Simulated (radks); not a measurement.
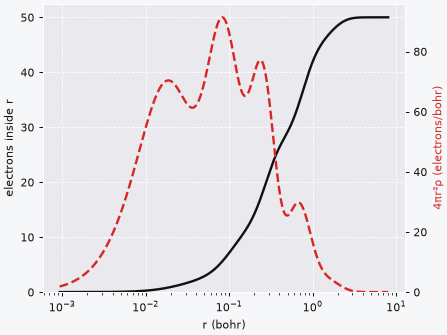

System: the Xe⁴⁺ ion, configuration [Kr] 4d10 5s2 5p2 (high spin). The calculation used the in-house radial solver radks at this level: scalar-relativistic Kohn-Sham, BLYP, spin-polarised, spherical densities, finite nucleus.

```
Z 54
configuration [Kr] 4d10 5s2 5p2 6s0 4f0 5d0 6p0
relativity scalar-relativistic
functional b88,lyp
spin polarised
nucleus finite rms 4.7859 fm
c 137.035999084
```

The plot shows the number of electrons inside radius r (solid) and the radial density 4πr²ρ (dashed).

What does the plot show?

Answer. The count levels off at 50 electrons. Half of them lie within 0.364 bohr, 90 % within 1.26 bohr and 99 % within 2.53 bohr. The radial density has minima at 0.0363, 0.156 and 0.492 bohr, where the count stands at 2.0, 11.2 and 28.9; these part the shells that the density resolves.
